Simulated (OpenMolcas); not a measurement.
# One shape, several levels: GaClF (SMILES [F][Ga][Cl])

Wanted: a comparison of 6 runs (UHF/3-21G, UB3LYP/6-31G*, UB3LYP/cc-pVTZ, UM06-2X/cc-pVTZ, UM06-L/cc-pVTZ, USVWN5/cc-pVTZ) of GaClF. 

Program for the calculation: OpenMolcas 26.06.

### 1 The structure to begin with

The species is GaClF (3 atoms), meant as a doublet with charge 0. As SMILES, `[F][Ga][Cl]`. One bond was lengthened or shortened from a relaxed shape.

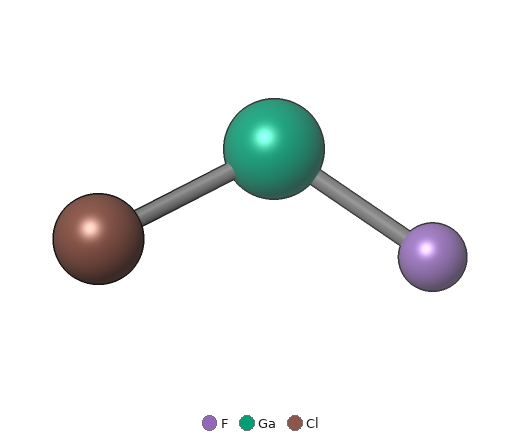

Viewed from a chosen angle; fluorine purple, gallium teal, chlorine brown.

### 2 The energy at UHF/3-21G (run 1)

File mol.input:

```
* ClFGa Hartree-Fock

&GATEWAY
  BasLib
  $CurrDir
  BasisSet
  F.3-21G....
  F1 -1.644195 0.242852 -0.884833 angstrom
  End of Basis
  BasisSet
  Ga.3-21G....
  Ga2 0.066400 0.649600 0.112200 angstrom
  End of Basis
  BasisSet
  Cl.3-21G....
  Cl3 1.343900 -1.010300 0.629300 angstrom
  End of Basis

&SEWARD

&SCF
  UHF
  Spin
  2
  Thresholds
  1e-10 1e-07 1e-07 1e-05
  PrOrbitals
  1 2
```

The basis set 3-21G is read from a file made from the Basis Set Exchange's data (not shown).

Run with:

```
$ export MOLCAS_MEM=1860
$ pymolcas mol.input > mol.log
```

The program printed:

```text
--- Start Module: gateway ---
[...]
--- Stop Module: gateway /rc=_RC_ALL_IS_WELL_ ---
--- Start Module: seward ---
[...]
      Basis functions           44
--- Stop Module: seward /rc=_RC_ALL_IS_WELL_ ---
[...]
--- Start Module: scf ---
[...]
       Convergence after  18 Iterations
[...]
::    Total SCF energy                              -2470.0921980385
[...]
      Total spin, S                                     0.5070100520
[...]
      Total electronic charge=   57.000000
      Total            charge=   -0.000000
[...]
      Dipole Moment (debye):
      Origin of the operator (angstrom)=    0.1655    0.1144    0.1052
                   X=  1.0030E+00               Y=  3.2923E+00               Z=  9.3841E-01           Total=  3.5674E+00
      Quadrupole Moment (debye*angstrom):
[...]
--- Stop Module: scf /rc=_RC_ALL_IS_WELL_ ---
[...]
```

Run time: 3 s. Hardware: 1 thread of Intel Xeon Platinum 8259CL at 2.50GHz (Skylake/Cascade Lake), shared host; peak memory 0.38 GiB.

### 3 A single-point energy at UB3LYP/6-31G(d) (spherical functions) (run 2)

File calc.input:

```
>>> EXPORT MOLCAS_PRINT=2

&GATEWAY
 BasLib = $CurrDir
 Coord
 3
 angstrom
 F       -1.644195       0.242852      -0.884833
 Ga       0.066400       0.649600       0.112200
 Cl       1.343900      -1.010300       0.629300
 Basis = 6-31Gs
 Group = NoSym

&SEWARD
 GridInput
 Grid=UltraFine
 End of Grid

&SCF
 UHF
 Spin = 2
 KSDFT = B3LYP
 Thresholds = 1e-10 1e-07 1e-07 1e-05
 PrOrbitals = 1 1
```

The basis set 6-31G* is read from a file made from the Basis Set Exchange's data (not shown).

Run with:

```
$ export MOLCAS_MEM=1860
$ pymolcas calc.input > calc.log
```

The program printed:

```text
--- Start Module: gateway ---
[...]
--- Stop Module: gateway /rc=_RC_ALL_IS_WELL_ ---
--- Start Module: seward ---
[...]
      Basis functions           64
--- Stop Module: seward /rc=_RC_ALL_IS_WELL_ ---
[...]
--- Start Module: scf ---
[...]
       Convergence after  17 Iterations
[...]
::    Total KS-DFT energy                           -2484.7000433184
[...]
      Total spin, S                                     0.5021163186
[...]
      Total electronic charge=   57.000000
      Total            charge=   -0.000000
[...]
      Dipole Moment (debye):
      Origin of the operator (angstrom)=    0.1655    0.1144    0.1052
                   X=  1.4653E+00               Y=  1.8230E+00               Z=  1.0249E+00           Total=  2.5536E+00
      Quadrupole Moment (debye*angstrom):
[...]
--- Stop Module: scf /rc=_RC_ALL_IS_WELL_ ---
[...]
```

It took 16 s on 1 thread of Intel Xeon Platinum 8259CL at 2.50GHz (Skylake/Cascade Lake), shared host; peak memory 0.4 GiB.

Runs 3 to 5 aren't shown in full; the table further down has their settings and results.

### 4 A single-point energy at USVWN5/cc-pVTZ (run 6)

File job.input:

```
* ClFGa Kohn-Sham DFT
>>> EXPORT MOLCAS_PRINT=2

&GATEWAY
 BasLib
 $CurrDir
 Coord
 3
 bohr
 F     -3.10707825     0.45892377    -1.67209204
 Ga     0.12547781     1.22756609     0.21202727
 Cl     2.53960294    -1.90919030     1.18920465
 Basis
 cc-pVTZ
 Group
 NoSym

&SEWARD
 GridInput
 Grid=UltraFine
 End of Grid

&SCF
 UHF
 Spin
 2
 KSDFT
 SVWN5
 Thresholds
 1e-10 1e-07 1e-07 1e-05
 PrOrbitals
 1 2
```

The basis set cc-pVTZ is read from a file made from the Basis Set Exchange's data (not shown).

Run with:

```
$ export MOLCAS_MEM=1860
$ pymolcas job.input > job.log
```

The program printed:

```text
--- Start Module: gateway ---
[...]
--- Stop Module: gateway /rc=_RC_ALL_IS_WELL_ ---
--- Start Module: seward ---
[...]
      Basis functions          107
--- Stop Module: seward /rc=_RC_ALL_IS_WELL_ ---
[...]
--- Start Module: scf ---
[...]
       Convergence after  18 Iterations
[...]
::    Total KS-DFT energy                           -2479.9127127786
[...]
      Total spin, S                                     0.5006668388
[...]
      Total electronic charge=   57.000000
      Total            charge=   -0.000000
[...]
      Dipole Moment (debye):
      Origin of the operator (angstrom)=    0.1655    0.1144    0.1052
                   X=  1.7740E+00               Y=  1.6705E+00               Z=  1.1786E+00           Total=  2.7068E+00
      Quadrupole Moment (debye*angstrom):
[...]
--- Stop Module: scf /rc=_RC_ALL_IS_WELL_ ---
[...]
```

Wall time 35 s (1 thread of Intel Xeon Platinum 8259CL at 2.50GHz (Skylake/Cascade Lake), shared host); peak memory 0.62 GiB.

### 5 All runs side by side

```csv
run,level,integration grid,energy (Eh),dipole moment (D),HOMO energy (eV),LUMO energy (eV),wall time
1,UHF/3-21G,–,-2470.092198,3.57,-10.26,-1.02,3 s
2,UB3LYP/6-31G* (spherical functions),UltraFine,-2484.700043,2.55,-7.52,-5.06,16 s
3,UB3LYP/cc-pVTZ,UltraFine,-2485.106129,2.94,-7.61,-5.13,46 s
4,UM06-2X/cc-pVTZ,UltraFine,-2484.994815,3.22,-8.93,-4.49,65 s
5,UM06-L/cc-pVTZ,UltraFine,-2484.961620,2.77,-6.64,-5.78,60 s
6,USVWN5/cc-pVTZ,UltraFine,-2479.912713,2.71,-6.80,-5.98,35 s
```

### 6 Results

| quantity | value |
| --- | --- |
| run 6: total energy | -2479.91271 Eh |
| run 6: dipole moment | 2.71 D |
| run 6: HOMO energy (highest over α and β) | -6.80 eV |
| run 6: LUMO energy (lowest over α and β) | -5.98 eV |
| run 6: ⟨S²⟩ | 0.751 |

What this shows: The dipole moment (its size) runs from 2.55 D (UB3LYP/6-31G*) to 3.57 D (UHF/3-21G). The two ends differ in method and basis. Totals of different functionals can't be ranked against each other. All runs together took 3.8 min, the longest 65 s.
